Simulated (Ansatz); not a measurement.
**Structural relaxation of a frame of liquid (Cs,Na,Li)Br from 1500 K (90 atoms)**

Wanted: the relaxed structure of a frame of liquid (Cs,Na,Li)Br from 1500 K (90 atoms) and its electronic structure.

Program: Ansatz 0.2.0. Level of theory: Kohn-Sham DFT, PBE, PAW (set soft_2), plane waves. Results are calculated unless marked as measured.

## 1. The starting structure

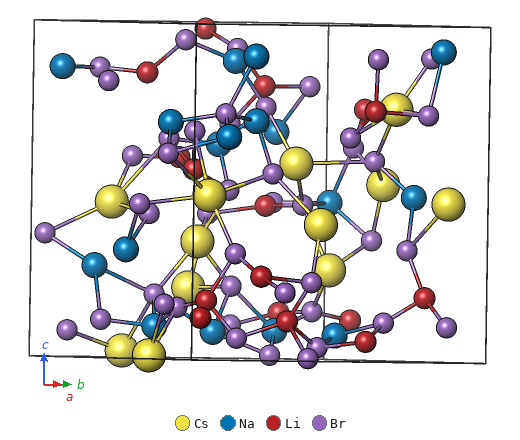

The starting structure, seen slightly off an axis (caesium yellow, sodium blue, lithium red, bromine purple). Bonds to atoms that aren't drawn are left out.

The cell holds 90 atoms: 12 Cs, 17 Na, 16 Li and 45 Br. Its edges and angles: a = 16.804 Å, b = 16.804 Å, c = 16.804 Å, α = 90.0°, β = 90.0°, γ = 90.0°. 90 atoms (12 Cs, 17 Na, 16 Li, 45 Br) placed at random at 2.67 g/cm³, melted at 1600 K for 10 ps at fixed volume with the Lennard-Jones and Coulomb ion parameters for SPC/E (Joung and Cheatham, J. Phys. Chem. B 112, 9020 (2008)), full charges. Snapshot at the end of a hold of 15 ps at 1500 K and zero pressure.

Limits known from the start: The starting topology of bonds comes from the classical model. The ion parameters were fitted for water, not for melts, so the density of this cell may lie well off the real melt's. Sampling is at Γ alone, for a cell whose shortest periodic width is 17 Å. Spin–orbit coupling is left out, which matters for the levels of the heavy elements.

## 2. Single point at the start

The forces at the start show how far the geometry lies from a minimum of this functional.

The input, input.yaml:

```yaml
crystal:
  lattice:
    - [16.80376, 0.0, 0.0]
    - [0.0, 16.80376, 0.0]
    - [0.0, 0.0, 16.80376]
  atoms:
    - { symbol: Cs, position: [0.39075, 0.97882, 0.52364] }
    - { symbol: Cs, position: [0.36606, 0.81269, 0.26767] }
    - { symbol: Cs, position: [0.07167, 0.27477, 0.01987] }
    - { symbol: Cs, position: [0.63078, 0.25629, 0.48776] }
    [... 80 atom lines left out ...]
    - { symbol: Br, position: [0.23694, 0.55161, 0.21592] }
    - { symbol: Br, position: [0.08667, 0.0797, 0.07932] }
    - { symbol: Br, position: [0.01687, 0.33108, 0.59905] }
    - { symbol: Br, position: [0.54331, 0.19962, 0.15329] }
    - { symbol: Br, position: [0.36956, 0.58798, 0.75042] }
    - { symbol: Br, position: [0.54539, 0.86266, 0.59407] }
kpoints:
  mp_grid: { grid: [1, 1, 1] }
hamiltonian:
  xc: pbe
scf:
  occupations: { method: fixed }
output:
  forces: true
  stress: true
  populations: intrinsic
  dos:
    method: { smearing: { sigma: 0.08 } }
    de: 0.1
    projected: { site_lists: { Br: [Br], Cs: [Cs], Li: [Li], Na: [Na] } }
  eigenvalues: true
```

The run is started by

```
$ ansatz run input.yaml --threads 4 --pin off --max-ram 8192MiB --backend cpu --events-out ev --progress --plain --runs-dir out
```

Elapsed: 53 s, on 4 threads of Arm Neoverse V2, shared host; peak memory 5.4 GiB.

Numbers from this run:

| Item | Value |
| --- | --- |
| free energy | -221960.0243 eV |
| free energy per atom | -2466.2225 eV/atom |
| SCF cycles | 7 |
| pressure | -0.3004 GPa |
| r.m.s. force component | 0.3707 eV/Å |
| longest force | 1.973 eV/Å |
| Fermi energy | -0.6817 eV |
| gap (highest filled to lowest empty level) | 2.333 eV |

The r.m.s. force component of 0.37 eV/Å and the pressure of -0.30 GPa set the starting point.

Length of the force by element:

```
element  coordination  atoms  mean length of the force (eV/Å)  spread   least   most
     Br           all     45                            0.615   0.348  0.0775   1.97
     Cs           all     12                            0.641   0.394   0.161   1.39
     Li           all     16                            0.515   0.148   0.302  0.830
     Na           all     17                            0.403   0.169   0.174  0.740
```

## 3. Relaxation

The atoms are relaxed in the fixed cell, aiming at the force tolerance of the input.

input.yaml, the sections that differ from step 2:

```yaml
output:
  forces: true
relax:
  f_tol: 0.05
  max_steps: 94
# crystal, kpoints, hamiltonian, scf: as in step 2
```

It took 16 min on 4 threads; peak memory 4.9 GiB; 62 min of CPU time.

Relaxation path (22 of 35):

```csv
step,energy less that of the first step (eV),largest force component (eV/Å)
1,0.0000,1.4457
3,-6.3817,0.4082
4,-8.0775,0.2760
6,-9.7612,0.2419
7,-10.2879,0.1601
9,-11.1816,0.2304
11,-11.7537,0.0950
12,-11.9842,0.0713
14,-12.3753,0.1957
16,-12.6207,0.0970
17,-12.6999,0.0806
19,-12.8134,0.0580
20,-12.8609,0.0514
22,-12.9667,0.0706
24,-13.1326,0.0739
25,-13.2108,0.0715
27,-13.3631,0.1218
29,-13.4871,0.1180
30,-13.5415,0.0564
32,-13.6181,0.1875
33,-13.6481,0.0563
35,-13.6914,0.0421
```

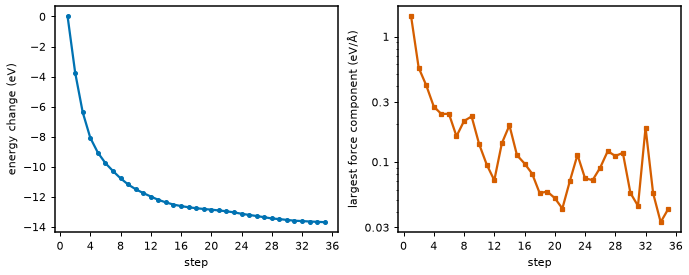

Energy and largest force along the relaxation.

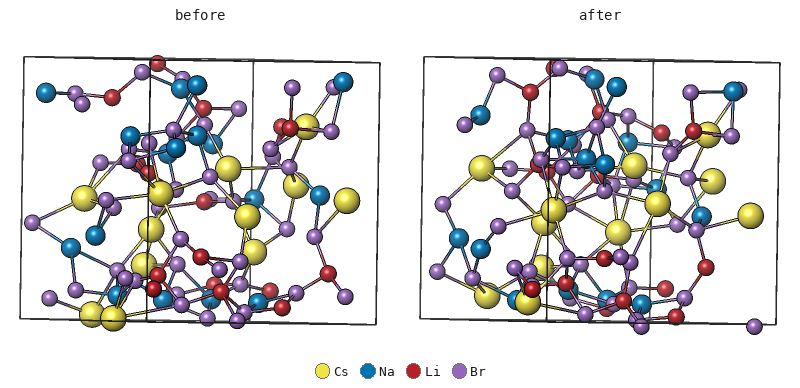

The structure before and after the relaxation, drawn at the same scale. Bonds to atoms that aren't drawn are left out.

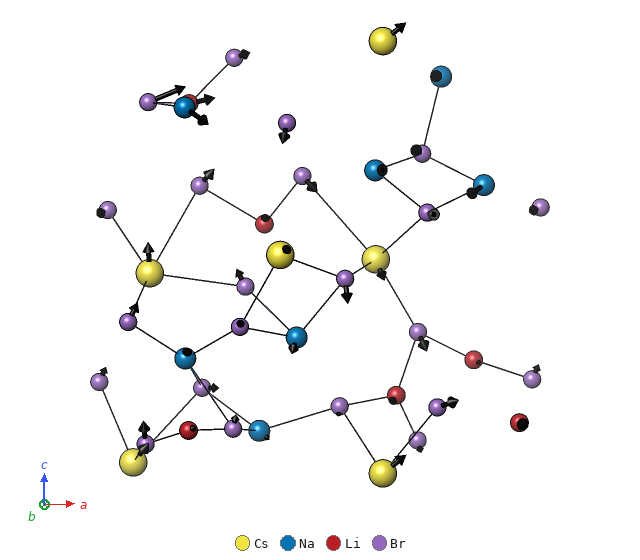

Displacements in the relaxation, scaled; the longest in the cell stands for 3.18 Å. Drawn is a slice 7 Å thick, seen along the normal of the ac plane. Bonds to atoms that aren't drawn are left out.

The atoms that moved most (Å):

```
atom      dx      dy      dz  length
Br59   2.940  -0.031   1.212   3.180
 Cs2  -2.660  -1.155   1.216   3.145
Na27  -1.007   2.702  -1.040   3.066
Na19   1.860   1.514  -1.401   2.778
Br69   1.231   0.021  -1.897   2.262
Br75   1.442  -1.571   0.667   2.235
Br78   0.875   2.008  -0.388   2.225
Br73  -0.529   1.987   0.201   2.066
```

The relaxation changed the energy by -152 meV/atom, and atoms moved by 1.4 Å r.m.s., 3.2 Å at most.

## 4. Local order after relaxation

Bonds before and after, by the cutoffs listed below:

```
 pair  bonds before  bonds after  mean before (Å)  mean after (Å)  spread before (Å)  spread after (Å)
Br-Na            49           64            3.003           2.913              0.198             0.103
Br-Li            50           53            2.649           2.528              0.232             0.087
Br-Cs            45           55            3.496           3.710              0.298             0.161
```

Density 1.99 g/cm³, 52.72 Å³ an atom.

Pair distribution functions g(r), in bins of 0.2 Å:

```csv
r (Å),total,Br-Br,Br-Na,Br-Li,Br-Cs,Na-Na,Na-Li
2.40,2.02,0.00,0.00,11.35,0.00,0.00,0.00
2.60,1.75,0.00,0.00,9.88,0.00,0.00,0.00
2.80,2.04,0.00,10.13,0.68,0.00,0.00,0.00
3.00,1.52,0.00,7.78,0.00,0.00,0.00,0.00
3.20,0.19,0.00,0.75,0.00,0.00,0.00,0.69
3.40,0.08,0.00,0.00,0.00,0.00,0.00,0.00
3.60,1.48,0.00,0.40,0.19,7.36,2.93,3.23
3.80,1.20,0.65,0.00,0.00,5.40,2.75,1.99
4.00,1.08,1.86,0.15,0.32,1.08,2.44,1.75
4.20,1.06,2.57,0.00,0.59,0.21,1.43,1.56
4.40,1.09,2.70,0.00,0.55,0.37,0.00,1.80
4.60,1.03,1.59,0.35,0.50,0.51,1.24,0.66
4.80,0.89,1.54,0.43,0.35,0.31,0.57,1.77
5.00,0.82,1.05,0.29,0.63,0.55,0.54,1.67
5.20,0.97,0.98,0.92,0.68,0.64,1.47,0.52
5.40,0.99,1.03,1.36,0.71,0.60,0.46,0.48
5.60,0.94,0.65,0.95,1.17,0.67,2.90,0.00
5.80,0.79,0.72,0.74,1.25,0.52,0.38,0.62
6.00,0.96,0.78,0.96,2.04,0.78,0.00,0.00
6.20,1.02,0.49,1.02,2.04,1.01,0.34,0.90
6.40,1.07,1.04,0.91,1.54,0.85,0.00,1.02
6.60,0.86,0.47,1.08,0.96,1.44,0.31,0.47
6.80,1.10,1.00,1.67,0.73,1.28,0.56,0.90
7.00,1.12,0.95,1.11,1.39,1.57,0.54,1.14
7.20,0.93,1.07,0.67,1.01,1.21,0.49,1.07
7.40,0.95,0.89,0.72,0.86,1.27,1.20,0.89
7.60,0.82,0.58,1.15,0.63,1.15,0.68,0.95
7.80,0.84,0.93,1.05,0.47,0.57,1.08,1.14
```

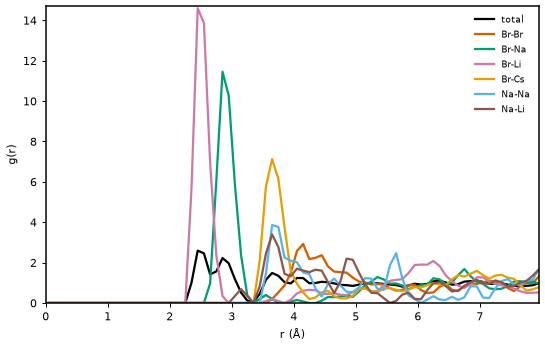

Pair distribution functions, lightly smoothed.

Bonds by pair of elements; cutoffs follow the first minimum of g(r), held within bounds set by covalent radii, and pairs that aren't listed don't count as bonded:

| pair A-B | cutoff (Å) | bonds | mean length (Å) | spread (Å) | shortest (Å) | B about A | A about B |
| --- | --- | --- | --- | --- | --- | --- | --- |
| Br-Na | 3.35 | 64 | 2.91 | 0.103 | 2.74 | 1.42 | 3.77 |
| Br-Li | 3.18 | 53 | 2.53 | 0.087 | 2.40 | 1.18 | 3.31 |
| Br-Cs | 4.28 | 55 | 3.71 | 0.161 | 3.50 | 1.22 | 4.58 |

How many atoms have how many bonded neighbours:

```csv
element,mean,3,4,5,6
Br,3.82,14,25,6,0
Cs,4.58,1,5,4,2
Li,3.31,11,5,0,0
Na,3.77,5,11,1,0
```

Bond angles (no mean is given where the spread exceeds 20°):

| angle | count | mean (°) | spread (°) |
| --- | --- | --- | --- |
| Br-Cs-Br | 103 | - | - |
| Br-Na-Br | 91 | - | - |
| Cs-Br-Na | 68 | - | - |
| Br-Li-Br | 63 | 114 | 12.4 |
| Li-Br-Na | 53 | - | - |

Bond length by coordination (bonds to H left out):

```csv
element,coordination,atoms,mean bond length (Å)
Br,3,14,2.90
Br,4,25,3.05
Br,5,6,3.25
Cs,3,1,3.63
Cs,4,5,3.67
Cs,5,4,3.73
Cs,6,2,3.78
Li,3,11,2.48
Li,4,5,2.61
Na,3,5,2.84
Na,4,11,2.93
Na,5,1,3.00
```

With the cutoffs above, 56 % of Br atoms have 4, 42 % of Cs atoms have 4, 69 % of Li atoms have 3 and 65 % of Na atoms have 4 bonded neighbours.

## 5. Single point at the relaxed geometry

One more single point at the end of the walk gives the fuller output and checks the residual forces.

The input, input.yaml:

```yaml
crystal:
  lattice:
    - [16.80376, 0.0, 0.0]
    - [0.0, 16.80376, 0.0]
    - [0.0, 0.0, 16.80376]
  atoms:
    - { symbol: Cs, position: [0.42048, 0.03475, 0.54038] }
    - { symbol: Cs, position: [0.20775, 0.74398, 0.34006] }
    - { symbol: Cs, position: [0.12287, 0.22411, 0.09155] }
    - { symbol: Cs, position: [0.65434, 0.21517, 0.42476] }
    [... 80 atom lines left out ...]
    - { symbol: Br, position: [0.23747, 0.56508, 0.21608] }
    - { symbol: Br, position: [0.07398, 0.03185, 0.1807] }
    - { symbol: Br, position: [0.97918, 0.39317, 0.57659] }
    - { symbol: Br, position: [0.53982, 0.18786, 0.13367] }
    - { symbol: Br, position: [0.35803, 0.60642, 0.7702] }
    - { symbol: Br, position: [0.54567, 0.85774, 0.55253] }
kpoints:
  mp_grid: { grid: [1, 1, 1] }
hamiltonian:
  xc: pbe
scf:
  occupations: { method: fixed }
output:
  forces: true
  stress: true
  populations: true
  dos:
    method: { smearing: { sigma: 0.1 } }
    de: 0.1
    projected: { site_lists: { Br: [Br], Cs: [Cs], Li: [Li], Na: [Na] } }
  eigenvalues: true
  write_density: true
  write_potential: true
  volumetric_format: npy
  elf: true
```

The job ended after 70 s (4 threads; peak memory 5.4 GiB).

The program notes that the exchange-correlation potential is rough where the density is thin.

The run gave:

- free energy: -221973.7156 eV
- free energy per atom: -2466.3746 eV/atom
- SCF cycles: 7
- pressure: -0.3188 GPa
- r.m.s. force component: 0.00915 eV/Å
- longest force: 0.05576 eV/Å
- Fermi energy: -1.265 eV
- gap (highest filled to lowest empty level): 3.491 eV
- spilling of the projection: 0.00393

Löwdin charges by element and coordination (they lack the spilled electrons, 0.027 e an atom on average):

```
element  coordination  atoms  mean charge (e)  spread   least    most
     Br           all     45           -0.662  0.0254  -0.735  -0.618
     Br             3     14           -0.671  0.0303  -0.735  -0.631
     Br             4     25           -0.658  0.0231  -0.706  -0.618
     Br             5      6           -0.658  0.0145  -0.685  -0.641
     Cs           all     12            0.817  0.0173   0.776   0.836
     Cs             3      1            0.836       0   0.836   0.836
     Cs             4      5            0.825  0.0092   0.811   0.836
     Cs             5      4            0.814  0.0143   0.797   0.834
     Cs             6      2            0.795  0.0183   0.776   0.813
     Li           all     16            0.660  0.0175   0.628   0.683
     Li             3     11            0.671  0.0067   0.660   0.683
     Li             4      5            0.636  0.0074   0.628   0.645
     Na           all     17            0.698  0.0221   0.650   0.744
     Na             3      5            0.723  0.0134   0.703   0.744
     Na             4     11            0.692  0.0123   0.679   0.727
     Na             5      1            0.650       0   0.650   0.650
```

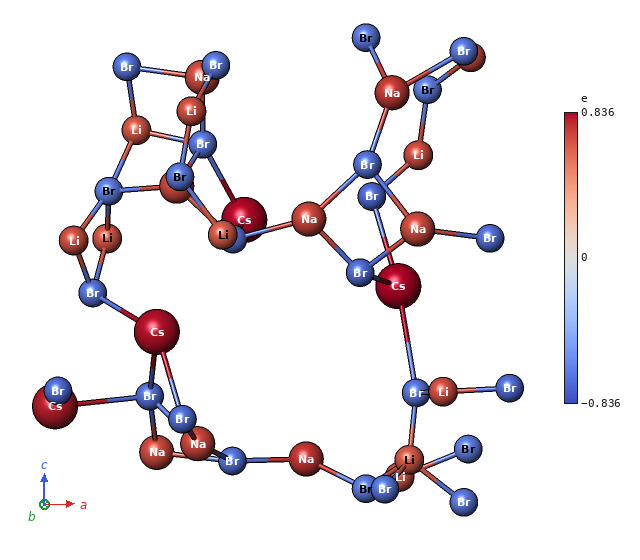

Atoms coloured by Löwdin charge. Drawn is a slice 8 Å thick, seen along the normal of the ac plane.

Density of states as counts of states in windows of 1 eV (from the Fermi level), total and the larger projections:

```csv
from (eV),to (eV),total,Br p,Cs p,Br s
-14,-13,22.0,0.0,0.0,20.2
-13,-12,66.5,0.0,0.1,62.8
-12,-11,1.5,0.0,0.0,1.4
-11,-8,0.0,0.0,0.0,0.0
-8,-7,47.3,0.4,46.7,0.1
-7,-6,24.7,0.3,24.3,0.1
-6,-3,0.0,0.0,0.0,0.0
-3,-2,12.6,11.2,0.0,0.1
-2,-1,123.0,116.0,0.3,0.3
-1,0,133.3,130.3,0.5,0.1
0,1,1.1,1.1,0.0,0.0
1,3,0.0,0.0,0.0,0.0
3,4,2.0,0.0,0.0,0.3
4,5,27.1,1.6,0.0,1.8
```

With fixed occupations the program's Fermi level is the highest filled level; weight inside the gap is the broadening of levels at its edges.

Between -26 and -14 eV lie 126 more states.

About 67 of the 624 electrons lie in deeper levels, below the stored range.

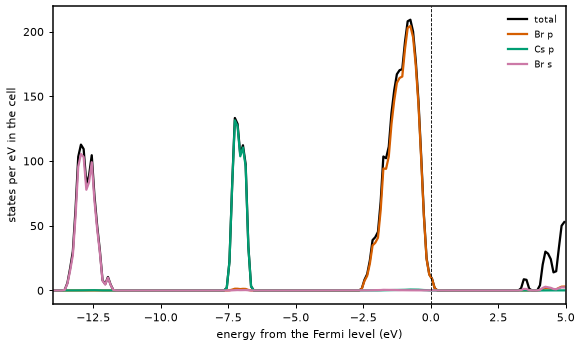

Total and projected density of states, with the broadening of the input.

The levels nearest the highest filled one (over half full), pooled over k-points and spins:

```
level less the highest filled one (eV)  occupation
                                -0.302           2
                                -0.301           2
                                -0.268           2
                                -0.242           2
                                -0.167           2
                                     0           2
                                  3.49           0
                                  4.17           0
                                  4.21           0
                                  4.28           0
                                  4.34           0
                                  4.42           0
```

Mean Löwdin charges: Br -0.66, Cs +0.82, Li +0.66, Na +0.70 e (they miss 0.39 % of the electrons, so they add up to more than the cell's charge).

## 6. What came out

- energy change in the relaxation: -152.1 meV/atom
- r.m.s. displacement: 1.395 Å
- largest displacement: 3.18 Å
- free energy per atom: -2466.3746 eV/atom
- pressure: -0.3188 GPa
- r.m.s. force component: 0.00915 eV/Å
- gap (highest filled to lowest empty level): 3.491 eV
- wall time of the 3 DFT runs: 18 min

Relaxation lowers the energy by 152 meV/atom and moves atoms by 1.4 Å r.m.s.; the r.m.s. force component goes from 0.37 to 0.0092 eV/Å, the pressure goes from -0.30 to -0.32 GPa, and the gap from 2.33 to 3.49 eV. By the final cutoffs 12 of 144 bonded pairs parted and 40 joined. First to last step the energy falls by 13.691 eV; the largest move, 3.18 Å, is that of Br59, with 1 other atom within 2 % of it. The Br-Cs bonds change most in mean length: from 3.496 Å (spread 0.298) to 3.710 Å (spread 0.161), and their number from 45 to 55. With the cutoffs above, 56 % of Br atoms have 4, 42 % of Cs atoms have 4, 69 % of Li atoms have 3 and 65 % of Na atoms have 4 bonded neighbours. The highest filled and lowest empty levels differ by 3.49 eV (at Γ alone); a semilocal functional tends to put such gaps too low. In a disordered cell it changes from sample to sample and from frame to frame.

What to keep in mind: The network of bonds at the start is that of the classical potential that made the cell; in DFT 12 of its 144 bonded pairs passed out of the cutoffs and 40 came within them.

[Logs are printed without paths, hosts, clocks, repeated set-up lines and the standing remarks that a program may print on its own settings, such as how far it seeks lower states.]

[Hosts, paths, dates, database ids (printed as entryN), source tags and the programs' standing remarks are cut or masked in the printed files.]
